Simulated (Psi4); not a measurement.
# HF/STO-3G (sweep point 1) run of C2H7Al (SMILES [CH3][AlH][CH3])

What is the vertical ionisation energy of C2H7Al at HF/STO-3G (sweep point 1)? 

The results are computed with Psi4 1.11.

## 1. Starting point

The species is C2H7Al (10 atoms), meant as a singlet with charge 0. SMILES: `[CH3][AlH][CH3]`. The shape is that of a PBE0-D4/def2-TZVP optimisation.

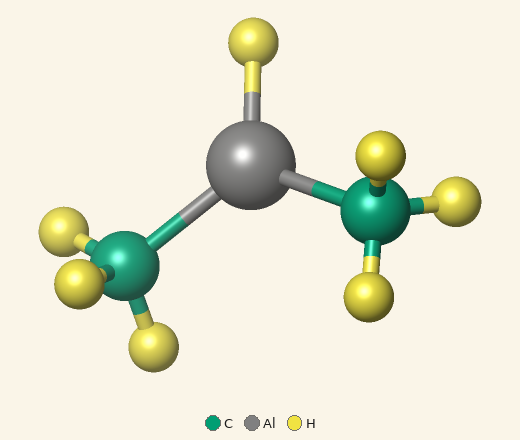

Viewed from a chosen angle; carbon teal, aluminium grey, hydrogen yellow.

## 2. The energy at HF/STO-3G (sweep point 1)

Contents of calc.in:

```
memory 1600 MB

molecule molecule1 {
  0 1
  C     -1.219100     0.923600    -0.783300
  Al     0.496800     0.021800    -0.536400
  C      0.903900    -0.949000     1.109700
  H     -2.054000     0.233200    -0.621200
  H     -1.337000     1.368500    -1.773800
  H     -1.340300     1.723700    -0.043600
  H      1.605700     0.078800    -1.681200
  H      0.069000    -0.980000     1.814000
  H      1.201900    -1.980900     0.894300
  H      1.756300    -0.490900     1.624500
  symmetry c1
}

set basis STO-3G
set puream true
set scf_type pk

energy_value = energy("scf")
print_variables()
```

Started as:

```console
$ psi4 -i calc.in -o calc.out -n 1
```

calc.out, cut to the lines that bear on the results:

```text
[...]
  Running in c1 symmetry.
[...]
  Nuclear repulsion =   96.450436935966493
[...]
  Multiplicity = 1
[...]
  Nalpha       = 16
  Nbeta        = 16
[...]
    Number of basis functions: 26
[...]
   @RHF iter   1:  -317.90812601601402   -3.32451e+00   5.46619e-03 ADIIS/DIIS
[...]
   @RHF iter   6:  -317.92457151651905   -1.93207e-08   6.19790e-07 DIIS
[...]
    Orbital Energies [Eh]
    ---------------------
    Doubly Occupied:
       1A    -57.802818     2A    -10.942182     3A    -10.941301
       4A     -4.725892     5A     -2.954301     6A     -2.952741
       7A     -2.952676     8A     -0.862149     9A     -0.849797
      10A     -0.492482    11A     -0.485611    12A     -0.482080
      13A     -0.479341    14A     -0.474002    15A     -0.326591
      16A     -0.322288
[...]
  @RHF Final Energy:  -317.92457151651905
   => Energetics <=
    Nuclear Repulsion Energy =             96.4504369359664935
    One-Electron Energy =                -632.6574750614706772
    Two-Electron Energy =                 218.2824666089850609
    Total Energy =                       -317.9245715165191086
[...]
 Multipole Moments:
 ------------------------------------------------------------------------------------
     Multipole            Electronic (a.u.)      Nuclear  (a.u.)        Total (a.u.)
 ------------------------------------------------------------------------------------
 L = 1.  Multiply by 2.5417464519 to convert [e a0] to [Debye]
 Dipole X            :          1.4954084           -1.4775832            0.0178252
 Dipole Y            :          0.0899271           -0.0876992            0.0022279
 Dipole Z            :         -1.7365351            1.7012199           -0.0353152
 Magnitude           :                                                    0.0396215
[...]
```

Run time: 2.5 s. Hardware: 1 thread of Intel Xeon Platinum 8259CL at 2.50GHz (Skylake/Cascade Lake), shared host; peak memory 0.18 GiB.

## 3. The doublet cation

Contents of c2h7al.dat:

```
memory 1.6 GB

molecule {
  1 2
  C     -1.219100     0.923600    -0.783300
  Al     0.496800     0.021800    -0.536400
  C      0.903900    -0.949000     1.109700
  H     -2.054000     0.233200    -0.621200
  H     -1.337000     1.368500    -1.773800
  H     -1.340300     1.723700    -0.043600
  H      1.605700     0.078800    -1.681200
  H      0.069000    -0.980000     1.814000
  H      1.201900    -1.980900     0.894300
  H      1.756300    -0.490900     1.624500
  units angstrom
  symmetry c1
}

set reference uhf
set puream true
set scf_type pk
set maxiter 100

E = energy("hf/STO-3G")
print_variables()
```

Started as:

```console
$ psi4 -n 1 c2h7al.dat c2h7al.out
```

c2h7al.out, cut to the lines that bear on the results:

```text
[...]
  Running in c1 symmetry.
[...]
  Nuclear repulsion =   96.450436935966493
[...]
  Multiplicity = 2
[...]
  Nalpha       = 16
  Nbeta        = 15
[...]
    Number of basis functions: 26
[...]
   @UHF iter   1:  -317.58473497180125   -3.00112e+00   9.34637e-03 DIIS/ADIIS
[...]
   @UHF iter  18:  -317.64402310951385   -4.47079e-09   1.35520e-07 DIIS
[...]
   @S^2 Observed:                8.159822776E-01
[...]
    Orbital Energies [Eh]
    ---------------------
    Alpha Occupied:
       1A    -58.114273     2A    -11.282515     3A    -11.256598
       4A     -5.030034     5A     -3.263459     6A     -3.255832
       7A     -3.254429     8A     -1.169344     9A     -1.140844
      10A     -0.772289    11A     -0.768727    12A     -0.767936
      13A     -0.750207    14A     -0.744823    15A     -0.667113
      16A     -0.578034
    Alpha Virtual:
      17A      0.069193    18A      0.150509    19A      0.357721
      20A      0.367441    21A      0.443142    22A      0.473521
      23A      0.483558    24A      0.510000    25A      0.527269
[...]
  @UHF Final Energy:  -317.64402310951385
   => Energetics <=
    Nuclear Repulsion Energy =             96.4504369359664935
    One-Electron Energy =                -623.5781737408138952
    Two-Electron Energy =                 209.4837136953335346
    Total Energy =                       -317.6440231095137960
  UHF NO Occupations:
  HONO-2 :   14  A 1.9991239
  HONO-1 :   15  A 1.9690778
[...]
 Multipole Moments:
 ------------------------------------------------------------------------------------
     Multipole            Electronic (a.u.)      Nuclear  (a.u.)        Total (a.u.)
 ------------------------------------------------------------------------------------
 L = 1.  Multiply by 2.5417464519 to convert [e a0] to [Debye]
 Dipole X            :          1.4299030           -1.4775832           -0.0476802
 Dipole Y            :         -0.0456608           -0.0876992           -0.1333600
 Dipole Z            :         -1.3780280            1.7012199            0.3231919
 Magnitude           :                                                    0.3528616
[...]
```

Run time: 3.6 s. Hardware: 1 thread of Intel Xeon Platinum 8259CL at 2.50GHz (Skylake/Cascade Lake), shared host; peak memory 0.18 GiB.

## 4. Results

At HF/STO-3G (sweep point 1):

| quantity | value |
| --- | --- |
| singlet C2H7Al: total energy | -317.92457 Eh |
| singlet C2H7Al: dipole moment | 0.10 D |
| singlet C2H7Al: HOMO energy | -8.77 eV |
| singlet C2H7Al: LUMO energy | 8.94 eV |
| singlet C2H7Al: HOMO–LUMO gap | 17.71 eV |
| doublet cation: total energy | -317.64402 Eh |
| doublet cation: HOMO energy (highest over α and β) | -14.41 eV |
| doublet cation: LUMO energy (lowest over α and β) | -6.49 eV |
| doublet cation: ⟨S²⟩ | 0.816 |
| vertical ionisation energy (to the doublet cation) | 7.634 eV |

**Reading.** Removing an electron at fixed nuclei costs 7.63 eV (176 kcal/mol). −ε(HOMO) before ionisation, 8.77 eV, is 1.14 eV above this ionisation energy. In a minimal basis such a difference can be off by several eV, whatever the method.
